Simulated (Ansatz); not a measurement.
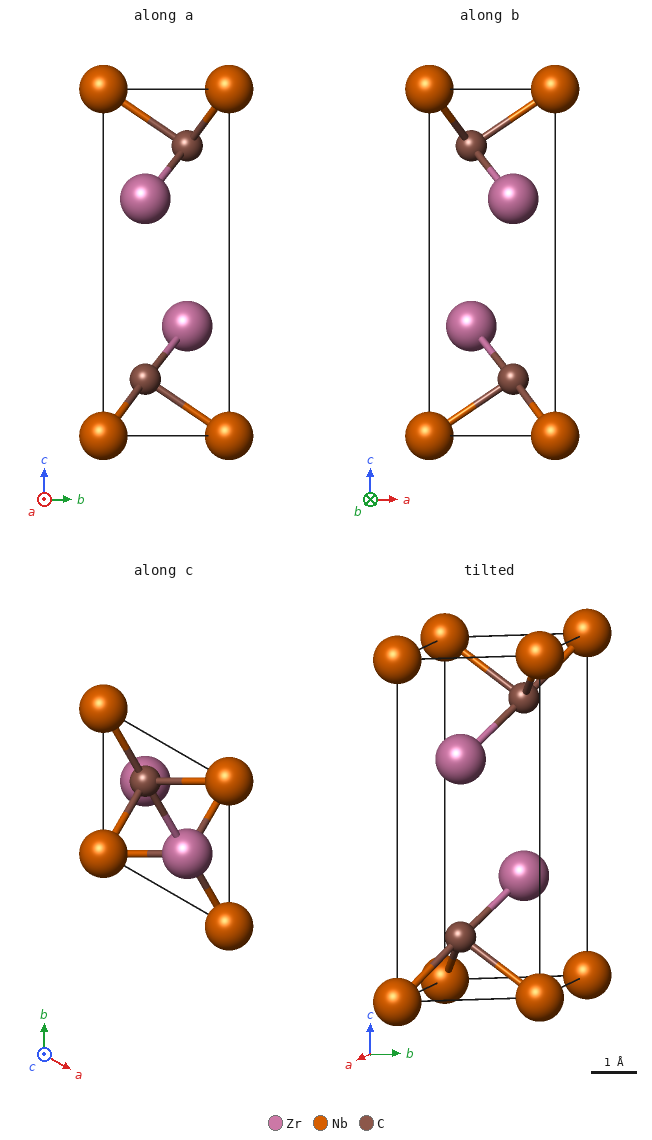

A ball-and-stick picture of a crystal structure, seen along the a axis, along the b axis, along the c axis and slightly off an axis. Atoms at the boundary of the conventional unit cell (the box) are drawn once for each face, edge or corner they touch.

Lattice parameters: a = 3.2914 Å, b = 3.2914 Å, c = 7.8661 Å, α = 90.000°, β = 90.000°, γ = 120.000°.

Convert the drawing into a CIF in P1 with every atom of the cell, with free fractional coordinates to two decimals.

```cif
data_structure
_symmetry_space_group_name_H-M 'P 1'
_symmetry_Int_Tables_number 1
_cell_length_a 3.2914
_cell_length_b 3.2914
_cell_length_c 7.8661
_cell_angle_alpha 90.000
_cell_angle_beta 90.000
_cell_angle_gamma 120.000
_cell_volume 73.80
loop_
_atom_site_label
_atom_site_type_symbol
_atom_site_fract_x
_atom_site_fract_y
_atom_site_fract_z
_atom_site_occupancy
Zr1 Zr 0.6667 0.3333 0.68 1
Zr2 Zr 0.3333 0.6667 0.32 1
Nb1 Nb 0.00 0.00 0.00 1
C1 C 0.6667 0.3333 0.16 1
C2 C 0.3333 0.6667 0.84 1
```

The structure was taken from a structure type filled with these elements by a generator (whether the compound takes this form wasn't checked). Earlier steps of the study, as a rule a relaxation of our own, may have changed the cell and positions, so they can lie some per cent off the listed ones. It was set up as input for a calculation with Ansatz.
